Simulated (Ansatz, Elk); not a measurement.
**AlMoCl3F2: X-ray structure factors from the self-consistent density**

The structure of AlMoCl3F2 used here is made up (a known structure type with other elements) and was relaxed beforehand with PBEsol. The aim is the Fourier transform of its all-electron density, F(hkl), set beside the sum over free spherical atoms that refinements use.

Method: DFT, PBE, all-electron APW+lo, Dirac cores, scalar-relativistic bands, static density, no spin, in Elk 11.2.3 (patched build).

The structure was built from a prototype and need not be the compound's stable phase.

**1. The structure**

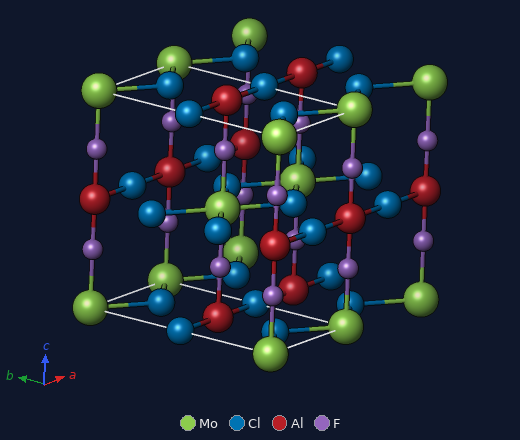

Start, viewed from a free direction; molybdenum green, chlorine blue, aluminium red, fluorine purple. 2×1×1 cells are drawn. This picture shows the conventional cell, with its axes. Some periodic images of atoms are drawn too.

**2. Ground state and structure factors**

An all-electron density is needed, since X-rays see the cores too. Task 0 finds the density and task 195 Fourier-transforms it; tshift is off so that phases refer to the origin typed.

The input, elk.in:

```
tasks
  0
  195

xctype
  20

spinpol
  .false.

rgkmax
  7.0

gmaxvr
  14.0

lmaxo
  7

lmaxapw
  8

swidth
  0.002

tshift
  .false.

ramdisk
  .false.

hmaxvr
  5.5

maxscl
  120

epspot
  1e-06

sppath
  './'

avec
  -4.04344344080 7.19184217900 7.28232347305
  4.04344344080 -7.19184217900 7.28232347305
  4.04344344080 7.19184217900 -7.28232347305

atoms
  4
  'Mo.in'
  1
  0.0000000000 0.0000000000 0.0000000000   0.000000 0.000000 0.000000
  'Cl.in'
  3
  0.5000000000 0.0000000000 0.5000000000   0.000000 0.000000 0.000000
  0.1837523004 0.5000000000 0.6837523004   0.000000 0.000000 0.000000
  0.8162476996 0.5000000000 0.3162476996   0.000000 0.000000 0.000000
  'Al.in'
  1
  0.5000000000 0.5000000000 0.0000000000   0.000000 0.000000 0.000000
  'F.in'
  2
  0.7313601099 0.7313601099 0.0000000000   0.000000 0.000000 0.000000
  0.2686398901 0.2686398901 0.0000000000   0.000000 0.000000 0.000000

ngridk
  6 6 6
```

Launch:

```bash
OMP_NUM_THREADS=4 elk
```

Numbers of over 12 decimals in the logs are rounded to 6 here.

Log:

```text
┌─────────────────────────┐
│ Elk code version 11.2.3 │
└─────────────────────────┘

All units are atomic (Hartree, Bohr, etc.)

┌─────────────────────────────────────────────────┐
│ Ground-state run starting from atomic densities │
└─────────────────────────────────────────────────┘

Lattice vectors :
  -4.043443441       7.191842179       7.282323473
   4.043443441      -7.191842179       7.282323473
   4.043443441       7.191842179      -7.282323473

Reciprocal lattice vectors :
 -0.4495310222E-17  0.4368272517      0.4313997676
  0.7769597126      0.3954407898E-17  0.4313997676
  0.7769597126      0.4368272517      0.8679583769E-17

Unit cell volume      :    847.0742469
Brillouin zone volume :   0.2928317256

Muffin-tin inner radius fraction :   0.1000000000E-01

Nuclei treated as point charges

Species : 1 (Mo)
 parameters loaded from : Mo.in
 name : molybdenum
 nuclear charge    :   -42.00000000
 electronic charge :    42.00000000
 atomic mass :    174887.9214
 muffin-tin radius :    2.402142969
 number of radial points in muffin-tin :   1193
 inner part over the whole radius :   0.9993187184E-02
 number on inner part of muffin-tin    :    847
 approximate nuclear radius :   0.8334154960E-04
 number of mesh points to nuclear radius :    422
 atomic positions (lattice), magnetic fields (Cartesian) :
  1 :   0.00000000  0.00000000  0.00000000    0.00000000  0.00000000  0.00000000

Species : 2 (Cl)
 parameters loaded from : Cl.in
 name : chlorine
 nuclear charge    :   -17.00000000
 electronic charge :    17.00000000
 atomic mass :    64626.86550
 muffin-tin radius :    2.200000000
 number of radial points in muffin-tin :    793
 inner part over the whole radius :   0.9992010025E-02
 number on inner part of muffin-tin    :    555
 approximate nuclear radius :   0.6305718926E-04
 number of mesh points to nuclear radius :    253
 atomic positions (lattice), magnetic fields (Cartesian) :
  1 :   0.50000000  0.00000000  0.50000000    0.00000000  0.00000000  0.00000000
  2 :   0.18375230  0.50000000 -0.31624770    0.00000000  0.00000000  0.00000000
  3 :  -0.18375230  0.50000000  0.31624770    0.00000000  0.00000000  0.00000000

Species : 3 (Al)
 parameters loaded from : Al.in
 name : aluminium
 nuclear charge    :   -13.00000000
 electronic charge :    13.00000000
 atomic mass :    49184.33496
 muffin-tin radius :    1.738879119
 number of radial points in muffin-tin :    793
 inner part over the whole radius :   0.9968779637E-02
 number on inner part of muffin-tin    :    549
 approximate nuclear radius :   0.5839653600E-04
 number of mesh points to nuclear radius :    248
 atomic positions (lattice), magnetic fields (Cartesian) :
  1 :   0.50000000  0.50000000  0.00000000    0.00000000  0.00000000  0.00000000

Species : 4 (F)
 parameters loaded from : F.in
 name : fluorine
 nuclear charge    :   -9.000000000
 electronic charge :    9.000000000
 atomic mass :    34631.97045
 muffin-tin radius :    1.460502185
 number of radial points in muffin-tin :    593
 inner part over the whole radius :   0.9934446728E-02
 number on inner part of muffin-tin    :    406
 approximate nuclear radius :   0.5278478738E-04
 number of mesh points to nuclear radius :    178
 atomic positions (lattice), magnetic fields (Cartesian) :
  1 :  -0.26863989 -0.26863989  0.00000000    0.00000000  0.00000000  0.00000000
  2 :   0.26863989  0.26863989  0.00000000    0.00000000  0.00000000  0.00000000

Total number of atoms per unit cell :    7
Total muffin-tin volume :    239.9909139
 ratio of muffin-tin to unit cell volume :   0.2833174480

Spin treatment :
 spin-unpolarised

Number of Bravais lattice symmetries :    8
Number of crystal symmetries         :    8
Crystal has inversion symmetry
Real symmetric eigensolver will be used

k-point grid :      6     6     6
k-point offset :    0.000000000       0.000000000       0.000000000
k-point set is reduced with full crystal symmetry group
Total number of k-points :       46

[...]
electron entropic           :    -0.19436132601180E-02
 total energy                :     -5878.7918910218

Density of states at Fermi energy :    151.8441381
 (states/Hartree/unit cell)

Estimated indirect band gap :   0.1632410843E-02
 from k-point 22 to k-point 30
Estimated direct band gap   :   0.2543945328E-02
 at k-point 22

Charges :
 core                        :    66.00000000
 valence                     :    58.00000000
 interstitial                :    10.62559467
 muffin-tins (core leakage)
  species : 1 (Mo)
[...]
species : 2 (Cl)
[...]
species : 3 (Al)
[...]
species : 4 (F)
[...]
total in muffin-tins        :    113.3744053
 total calculated charge     :    123.9911803
 total charge                :    124.0000000
 error                       :   0.8819737022E-02

RMS change in Kohn-Sham potential (target) :   0.6923188887     (  0.1000000000E-05)
Absolute change in total energy (target)   :   0.5810356311     (  0.1000000000E-03)

[... loops 3 to 14 left out ...]

┌──────────────────┐
│ Loop number : 15 │
└──────────────────┘

Energies :
 Fermi                       :     0.198927
 sum of occupied eigenvalues :     -3427.7139544973
 electron kinetic            :      6033.1791788418
 core electron kinetic       :      5766.2114971367
 Coulomb                     :     -11661.959817593
 Coulomb potential           :     -9139.0006752236
 nuclear-nuclear             :     -682.33409133349
 electron-nuclear            :     -12833.985006822
 Hartree                     :      1854.3592805620
 Madelung                    :     -7092.4594799812
 xc potential                :     -321.89245811543
 exchange                    :     -242.69042450808
 correlation                 :     -5.328183
 electron entropic           :    -0.18818352939070E-02
 total energy                :     -5876.8011281104

Density of states at Fermi energy :    133.1418867
 (states/Hartree/unit cell)

Estimated indirect band gap :   0.4231448328E-02
 from k-point 22 to k-point 30
Estimated direct band gap   :   0.4587461712E-02
 at k-point 30

Charges :
 core                        :    66.00000000
 valence                     :    58.00000000
 interstitial                :    10.67849783
 muffin-tins (core leakage)
  species : 1 (Mo)
[...]
species : 2 (Cl)
[...]
species : 3 (Al)
[...]
species : 4 (F)
[...]
total in muffin-tins        :    113.3215022
 total calculated charge     :    123.9915522
 total charge                :    124.0000000
 error                       :   0.8447840555E-02

RMS change in Kohn-Sham potential (target) :   0.6084707640E-06 (  0.1000000000E-05)
Absolute change in total energy (target)   :   0.4276689015E-04 (  0.1000000000E-03)

Convergence targets achieved

┌──────────────────┐
│ Loop number : 16 │
└──────────────────┘

Energies :
 Fermi                       :     0.198927
 sum of occupied eigenvalues :     -3427.7139556727
 electron kinetic            :      6033.1791799956
 core electron kinetic       :      5766.2114963913
 Coulomb                     :     -11661.959822341
 Coulomb potential           :     -9139.0006766939
 nuclear-nuclear             :     -682.33409133349
 electron-nuclear            :     -12833.985014540
 Hartree                     :      1854.3592835318
 Madelung                    :     -7092.4594839944
 xc potential                :     -321.89245897445
 exchange                    :     -242.69042451152
 correlation                 :     -5.328183
 electron entropic           :    -0.18818361183058E-02
 total energy                :     -5876.8011317276

Density of states at Fermi energy :    133.1419830
 (states/Hartree/unit cell)

Estimated indirect band gap :   0.4231436107E-02
 from k-point 22 to k-point 30
Estimated direct band gap   :   0.4587452884E-02
 at k-point 30

Charges :
 core                        :    66.00000000
 valence                     :    58.00000000
 interstitial                :    10.67849788
 muffin-tins (core leakage)
  species : 1 (Mo)
[...]
species : 2 (Cl)
[...]
species : 3 (Al)
   atom 1                    :    10.51384207     (  0.5119833065E-02)
  species : 4 (F)
   atom 1                    :    7.861125744     ( -0.2161483308E-06)
   atom 2                    :    7.861125744     ( -0.2161483308E-06)
 total in muffin-tins        :    113.3215021
 total calculated charge     :    123.9915522
 total charge                :    124.0000000
 error                       :   0.8447841001E-02

┌──────────────────────────────┐
│ Self-consistent loop stopped │
└──────────────────────────────┘

Warning : core states of species 3 leak from the muffin-tin :   0.5119833065E-02

Wrote STATE.OUT
```

Wall time 75 s (4 threads of Intel Xeon Platinum 8488C (Sapphire Rapids), shared host); peak memory 0.33 GiB.

SFACRHO.OUT:

```text

h k l indices transformed by vhmat matrix:
   1.000000000       0.000000000       0.000000000    
   0.000000000       1.000000000       0.000000000    
   0.000000000       0.000000000       1.000000000    

      h      k      l  multipl.   |H|            Re(F)            Im(F)           |F|

      0      0      0      1   0.0000000       124.00000      0.19258201E-15   124.00000    
      1      0      0      4  0.61394121       22.663384      0.73471979E-15   22.663384    
      1      1     -1      2  0.86279954       74.954022     -0.66124781E-14   74.954022    
      1     -1      1      2  0.87365450       58.197837     -0.22458030E-14   58.197837    
      1      0     -1      4  0.88869126       10.313569      0.22041594E-14   10.313569    
      1     -1      0      4  0.89133857       37.118487      0.14952458E-15   37.118487    
      0      2     -2      4   1.2278824       25.042031      0.12306556E-13   25.042031    
      1      1      0      8   1.2405271       6.7358101      0.64287982E-14   6.7358101    
      2     -1      0      8   1.2462120       51.950499     -0.36735990E-14   51.950499    
      1      2     -2      4   1.3659319       26.209592     -0.58777583E-14   26.209592    
      2     -1      1      4   1.3796623      -12.408590      0.10286077E-13   12.408590    
     -1     -2      1      4   1.5095093       16.320613     -0.88166375E-14   16.320613    
     -2      2     -1      4   1.5234923       62.789621      0.13990137E-15   62.789621    
     -1      1      1      2   1.5539194       85.812224     -0.63970272E-15   85.812224    
      0     -1     -1      8   1.6708050       18.551629      0.73471979E-15   18.551629    
     -2     -2      2      2   1.7255991       80.330430      0.12490236E-13   80.330430    
      1      2     -3      8   1.7441016       50.139783     -0.22041594E-14   50.139783    
      2     -2      2      2   1.7473090       58.123103     -0.47635893E-14   58.123103
```

Elk indexes on the primitive cell of elk.in and gives |H| = 4π sin θ/λ in inverse bohr. Below, one row stands for each form hkl of the conventional cell (m members, Friedel mates merged), F is for one primitive cell and the density is static (no thermal factor). Free-atom factors are Waasmaier and Kirfel's, and R is Σm||F|−|F'||/Σm|F|.

| hkl | m | sin θ/λ (Å⁻¹) | abs F, DFT | neutral atoms | diff. |
| --- | --- | --- | --- | --- | --- |
| 011 | 4 | 0.092 | 22.663 | 22.742 | -0.079 |
| 002 | 2 | 0.130 | 74.954 | 75.014 | -0.060 |
| 020 | 2 | 0.131 | 58.198 | 58.183 | +0.015 |
| 101 | 4 | 0.134 | 10.314 | 10.415 | -0.101 |
| 110 | 4 | 0.134 | 37.118 | 37.253 | -0.134 |
| 022 | 4 | 0.185 | 25.042 | 25.513 | -0.471 |
| 112 | 8 | 0.187 | 6.736 | 7.323 | -0.587 |
| 121 | 8 | 0.187 | 51.950 | 51.897 | +0.054 |
| 013 | 4 | 0.205 | 26.210 | 26.114 | +0.096 |
| 031 | 4 | 0.207 | 12.409 | 11.888 | +0.520 |
| 103 | 4 | 0.227 | 16.321 | 16.119 | +0.201 |
| 130 | 4 | 0.229 | 62.790 | 62.870 | -0.081 |
| 200 | 2 | 0.234 | 85.812 | 85.543 | +0.269 |
| 211 | 8 | 0.251 | 18.552 | 18.793 | -0.241 |

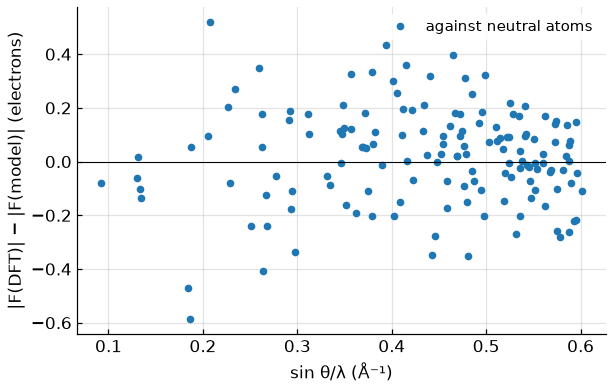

Difference between the calculated structure factors and the independent-atom ones.

**3. The highest occupied states alone**

An energy window below the Fermi level keeps the highest occupied states, to see at which angles they scatter; shallow core shells can lie inside it and anion s states outside. No new self-consistency is needed.

Changes to elk.in since step 2:

```diff
@@ -1,3 +1,2 @@
 tasks
-  0
   195
@@ -40,2 +39,5 @@
 
+wsfac
+  -0.352310 0.498930
+
 sppath
```

Launch:

```bash
OMP_NUM_THREADS=4 elk
```

Log:

```text
┌─────────────────────────────────┐
│ Elk code version 11.2.3 started │
└─────────────────────────────────┘

Info(readinput): the functional depends on the density's gradient
 muffin-tin radial points multiplied by    2.00000
 (not where nrmtscf is given)

┌────────────────────┐
│ Current task : 195 │
└────────────────────┘
Info(checkmt): changed muffin-tin radius of species 1 (Mo) from   2.6000 to   2.4021
Info(checkmt): changed muffin-tin radius of species 3 (Al) from   2.2000 to   1.7389
Info(checkmt): changed muffin-tin radius of species 4 (F) from   2.0000 to   1.4605

Info(sfacrho): density structure factors written to SFACRHO.OUT

 Energy window :  -0.3523100000      0.4989300000

┌──────────────────┐
│ Elk code stopped │
└──────────────────┘
```

The job ended after 12 s (4 threads; peak memory 0.2 GiB).

States within 15 eV below the Fermi level hold 34.00 electrons; any levels below the window count with the cores. Their amplitudes can exceed the total, where window and core parts have opposite phase:

| hkl | sin θ/λ (Å⁻¹) | abs F, window | abs F, all |
| --- | --- | --- | --- |
| 011 | 0.092 | 0.726 | 22.663 |
| 002 | 0.130 | 4.839 | 74.954 |
| 020 | 0.131 | 11.085 | 58.198 |
| 101 | 0.134 | 1.897 | 10.314 |
| 110 | 0.134 | 6.299 | 37.118 |
| 022 | 0.185 | 6.134 | 25.042 |
| 112 | 0.187 | 9.032 | 6.736 |
| 121 | 0.187 | 5.134 | 51.950 |
| 013 | 0.205 | 3.215 | 26.210 |
| 031 | 0.207 | 4.444 | 12.409 |

**4. Another functional**

The difference from free atoms is small, so it is set against the change that LDA (Perdew-Wang) makes.

Changes to elk.in since step 3:

```diff
@@ -1,2 +1,3 @@
 tasks
+  0
   195
@@ -4,3 +5,3 @@
 xctype
-  20
+  3
 
@@ -39,5 +40,2 @@
 
-wsfac
-  -0.352310 0.498930
-
 sppath
```

Launch:

```bash
OMP_NUM_THREADS=4 elk
```

Log:

```text
┌─────────────────────────┐
│ Elk code version 11.2.3 │
└─────────────────────────┘

All units are atomic (Hartree, Bohr, etc.)

┌─────────────────────────────────────────────────┐
│ Ground-state run starting from atomic densities │
└─────────────────────────────────────────────────┘

Lattice vectors :
  -4.043443441       7.191842179       7.282323473
   4.043443441      -7.191842179       7.282323473
   4.043443441       7.191842179      -7.282323473

Reciprocal lattice vectors :
 -0.4495310222E-17  0.4368272517      0.4313997676
[...]
species : 2 (Cl)
[...]
species : 3 (Al)
[...]
species : 4 (F)
   atom 1                    :    7.832908545     ( -0.4284719366E-05)
   atom 2                    :    7.832908545     ( -0.4284719366E-05)
 total in muffin-tins        :    113.1648221
 total calculated charge     :    123.9912819
 total charge                :    124.0000000
 error                       :   0.8718100299E-02

┌──────────────────────────────┐
│ Self-consistent loop stopped │
└──────────────────────────────┘

Warning : core states of species 3 leak from the muffin-tin :   0.5431487995E-02

Wrote STATE.OUT
[key lines of the parts left out:]
total energy                :     -5866.7888140558
```

Run time: 48 s. Hardware: 4 threads; peak memory 0.26 GiB.

Against the first run R = 0.08 %; the largest change is -0.098 at 200.

**5. Basis size**

The basis and the expansions that go with it are enlarged, to see whether the differences are converged.

Changes to elk.in since step 4:

```diff
@@ -5,3 +5,3 @@
 xctype
-  3
+  20
 
@@ -11,12 +11,12 @@
 rgkmax
-  7.0
+  8.5
 
 gmaxvr
-  14.0
+  18.0
 
 lmaxo
-  7
+  9
 
 lmaxapw
-  8
+  10
```

Launch:

```bash
OMP_NUM_THREADS=4 elk
```

Log:

```text
┌─────────────────────────┐
│ Elk code version 11.2.3 │
└─────────────────────────┘

All units are atomic (Hartree, Bohr, etc.)

┌─────────────────────────────────────────────────┐
│ Ground-state run starting from atomic densities │
└─────────────────────────────────────────────────┘

Lattice vectors :
  -4.043443441       7.191842179       7.282323473
   4.043443441      -7.191842179       7.282323473
   4.043443441       7.191842179      -7.282323473

Reciprocal lattice vectors :
 -0.4495310222E-17  0.4368272517      0.4313997676
[...]
species : 2 (Cl)
[...]
species : 3 (Al)
[...]
species : 4 (F)
   atom 1                    :    7.889955554     ( -0.2160387940E-06)
   atom 2                    :    7.889955554     ( -0.2160387940E-06)
 total in muffin-tins        :    113.3875947
 total calculated charge     :    123.9960659
 total charge                :    124.0000000
 error                       :   0.3934116440E-02

┌──────────────────────────────┐
│ Self-consistent loop stopped │
└──────────────────────────────┘

Warning : core states of species 3 leak from the muffin-tin :   0.5108982422E-02

Wrote STATE.OUT
[key lines of the parts left out:]
total energy                :     -5876.8609952637
```

Wall time 5 min (4 threads); peak memory 0.73 GiB.

Against the first run R = 0.04 %; the largest change is +0.041 at 330.

**6. Settings against the effect**

| run | R against the first run (%) | R against neutral atoms, low angle (%) | wall time |
| --- | --- | --- | --- |
| PBE, rgkmax 7 | 0.00 | 0.66 | 75 s |
| LDA (Perdew-Wang) | 0.08 | 0.59 | 48 s |
| rgkmax 8.5 with larger expansions | 0.04 | 0.68 | 5 min |

**7. Results**

* R against neutral atoms, sin θ/λ < 0.3 Å⁻¹: 0.66 %
* R against neutral atoms, 0.3 to 0.60 Å⁻¹: 0.53 %

**Reading.** Independent neutral atoms miss the calculated amplitudes by R = 0.66 % below 0.3 Å⁻¹ and 0.53 % from there to 0.60 Å⁻¹; by shells, 0.26 % below 0.15 Å⁻¹ (5 forms), 0.72 % 0.15 to 0.3 (21 forms), 0.62 % 0.3 to 0.45 (41 forms), 0.48 % above 0.45 (82 forms). Bonding, aspherical density and the tables' own atoms all enter these figures, and the runs don't part them. The largest change of an amplitude is -0.59 electrons, at 112. The window's part falls from 34.0 electrons at the origin to at most 2.13 between 0.45 and 0.60 Å⁻¹, where compact states inside the window still scatter. Below 0.3 Å⁻¹ the changes that finished (LDA (Perdew-Wang) and rgkmax 8.5 with larger expansions) move F by R = 0.10 % at most, against the 0.66 % that separates it from free atoms. The k-mesh has no finished test. These runs have no spin, though d or f shells may be open. Part of the difference isn't bonding: the tables are fits to free atoms and ions calculated by other methods than this functional. Thermal motion, anomalous dispersion and extinction are left out.

[Logs are printed without paths, hosts, clocks, repeated set-up lines and the standing remarks that a program may print on its own settings, such as how far it seeks lower states.]

[Hosts, paths, dates, database ids (printed as entryN), source tags and the programs' standing remarks are cut or masked in the printed files.]
